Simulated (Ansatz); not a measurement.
# Single-point calculation, with input and output: CH6Si2

- system: CH6Si2
- method: RKS BLYP-D4/def2-TZVPP (Ansatz 0.2.0)

The geometry comes from this level: PBE0-D4/def2-TZVP.

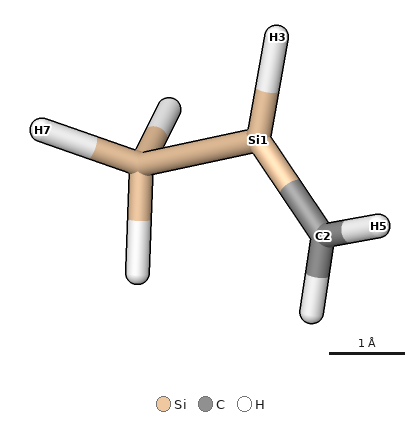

The structure (stick view, seen at a tilt; atoms are numbered from 1 in the order of the input). Bond lengths as drawn: C–H 1.08 Å, C–Si 1.71 Å, H–Si 1.48 to 1.49 Å and Si–Si 2.32 Å.

Summary:

| quantity | value |
| --- | --- |
| outcome | converged |
| total energy | −16888.8921 eV |
| mean-field energy | −16888.4938 eV |
| dispersion energy | −0.3983 eV |
| SCF solution under orbital rotations | stable |
| hardware | 4 threads of Arm Neoverse V2, 23 GiB of memory available, shared host |
| wall time | 1.1 s (CPU time 3.9 s) |
| peak memory | 0.5 GiB |

The input:
```yaml
crystal:
  periodic: [false, false, false]
  atoms:
    - {symbol: Si, position_ang: [-0.321608, 0.085167, -0.883652]}
    - {symbol: C, position_ang: [1.298249, 0.139937, -1.419494]}
    - {symbol: H, position_ang: [-1.293207, 1.096141, -1.370219]}
    - {symbol: Si, position_ang: [-1.057814, -1.542044, 0.599632]}
    - {symbol: H, position_ang: [1.664172, 0.890480, -2.111648]}
    - {symbol: H, position_ang: [2.034237, -0.582619, -1.084788]}
    - {symbol: H, position_ang: [-1.580765, -0.920897, 1.845362]}
    - {symbol: H, position_ang: [0.094772, -2.419976, 0.927128]}
    - {symbol: H, position_ang: [-2.145945, -2.353845, -0.007080]}
basis:
  gaussian: {orbitals: def2-TZVPP}
hamiltonian: {xc: {name: BLYP}, dispersion: d4}
```

Launched with:
```bash
ansatz run in.yaml --threads 4 --pin off --events-out ev --progress --plain --max-ram 9574MiB
```

What the program printed:
```
Functional definition: BLYP
  name "BLYP"
  cite "Becke, Phys. Rev. A 38, 3098 (1988) doi:10.1103/PhysRevA.38.3098"
  cite "Lee, Yang & Parr, Phys. Rev. B 37, 785 (1988) doi:10.1103/PhysRevB.37.785"
  parameter beta = 0.0042
  parameter a = 0.04918
  parameter b = 0.132
  parameter c = 0.2533
  parameter d = 0.349
  exchange = b88_x(beta = beta)
  correlation = lyp_c(a = a, b = b, c = c, d = d)
1110 factors; their error is unknown
mean field evaluation 1: about -16873.2984 eV, gradient 7.7e1 eV
mean field evaluation 2: about -16822.4141 eV, gradient 1.2e2 eV
mean field evaluation 4: about -16887.9209 eV, gradient 1.3e1 eV
mean field evaluation 8: about -16888.5311 eV, gradient 2.8e-1 eV
mean field evaluation 16: about -16888.4934 eV, gradient 2.5e-4 eV
mean field -16888.49343209 eV, -620.6406861972 hartree, gradient 5.6e-5 eV, S^2 0.000000; 0 other end points of the search recorded, 0 dependent functions left out
reference -16888.49381186 eV, -620.6407001535 hartree; 20, 20 occupied and 179, 179 virtual orbitals, 1110 factors
Total energy: -16888.89214710 eV, -620.6553387037 hartree
```
